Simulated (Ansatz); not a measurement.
**A family of molecules: the atomisation energy (no zero-point term)**

All atoms of one element are swapped for its congeners: C2H4F2 (1,2-difluoroethane) `FCCF`; C2H4Cl2 (1,2-dichloroethane) `ClCCCl`; C2H4I2 (1,2-diiodoethane) `ICCI`. The Br member is missing. All are singlets with charge 0.

Shapes, held fixed at every level: PBE0-D4/def2-TZVP. Flexible molecules stand in one conformer, not always the lowest. Programs: Ansatz 0.2.0. Values in eV.

```json
{"level": "SPW92/def2-TZVPP", "C2H4F2": "36.64", "C2H4Cl2": "33.43", "C2H4I2": "31.31"}
{"level": "r2SCAN-D4/def2-TZVPP", "C2H4F2": "31.55", "C2H4Cl2": "29.12", "C2H4I2": "27.20"}
{"level": "BHLYP-D4/def2-TZVPP", "C2H4F2": "30.32", "C2H4Cl2": "28.08", "C2H4I2": "26.24"}
{"level": "r2SCAN0-D4/def2-TZVPP", "C2H4F2": "30.94", "C2H4Cl2": "28.75", "C2H4I2": "26.83"}
{"level": "MP2/def2-SVP", "C2H4F2": "30.50", "C2H4Cl2": "27.75", "C2H4I2": "25.88"}
{"level": "CCSD/def2-TZVPP", "C2H4F2": "30.28", "C2H4Cl2": "27.77", "C2H4I2": "26.00"}
{"level": "CCSD(T)/def2-TZVPP", "C2H4F2": "30.72", "C2H4Cl2": "28.24", "C2H4I2": "26.52"}
```

At CCSD(T)/def2-TZVPP the atomisation energy falls at every step, from 30.72 to 26.52 eV. Every level shows the same order. For atoms past krypton def2 sets carry core potentials with scalar relativity. Correlated rows may include outer-core shells of I, which these sets cover unevenly. Spin-orbit coupling, which grows down the group, is left out (summed over each molecule's free atoms 0.04, 0.08, 0.64 eV).

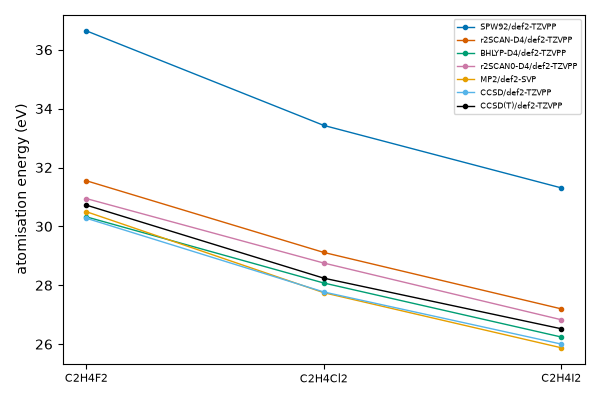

The trend along the series, level by level.
